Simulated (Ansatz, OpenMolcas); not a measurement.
## How methods differ on GaNH3 (SMILES [NH2][GaH])

GaNH3: 5 atoms, total charge 0, spin state doublet. SMILES: `[NH2][GaH]`. The coordinates come from a PBE0-D4/def2-TZVP relaxation. This is one conformer, not always the lowest.

Each level gives the vertical ionisation energy (to the singlet cation) (eV). The values are calculated.

```
              level                    kind     program  value (eV)  less CCSD(T)/def2-TZVP  CPU time (all runs)
      UHF/def2-TZVP            Hartree–Fock      Ansatz        7.65                   -0.19                6.1 s
 U-revPBE/def2-TZVP                     GGA      Ansatz        7.84                    0.00                 12 s
    UTPSS/def2-TZVP                meta-GGA  OpenMolcas        7.93                   +0.09              2.2 min
    UPBE0/def2-TZVP           global hybrid  OpenMolcas        7.98                   +0.14                 88 s
U-wB97M-V/def2-TZVP  range-separated hybrid      Ansatz        7.91                   +0.07              1.9 min
   UHSE06/def2-TZVP  range-separated hybrid      Ansatz        7.96                   +0.12                 17 s
  UB2PLYP/def2-TZVP           double hybrid      Ansatz        7.90                   +0.06                 23 s
  RPA@PBE/def2-TZVP                     RPA      Ansatz        8.07                   +0.23                 22 s
 UCCSD(T)/def2-TZVP   coupled cluster or CI      Ansatz        7.84                    0.00                 94 s
```

Differences are taken from UCCSD(T)/def2-TZVP for orientation; it has basis-set and higher-order errors of its own. All-electron rows without a relativistic Hamiltonian named are non-relativistic. The values span 7.65 to 8.07 eV. In the correlated wave-function rows the outer d shell of Ga is correlated, in sets not made for it. Times are those of the runs behind each value, whatever else they computed, on shared processors of several kinds: orders of magnitude only.

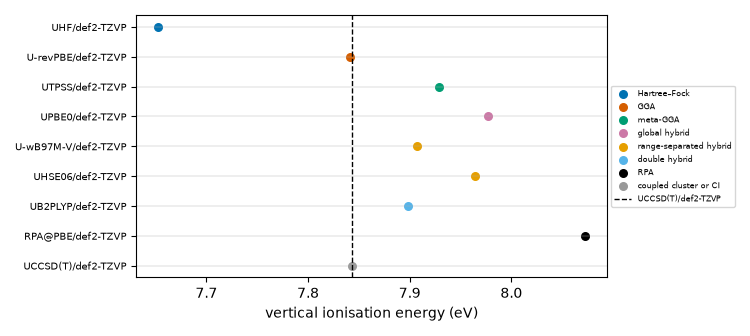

The values of the table, level by level.
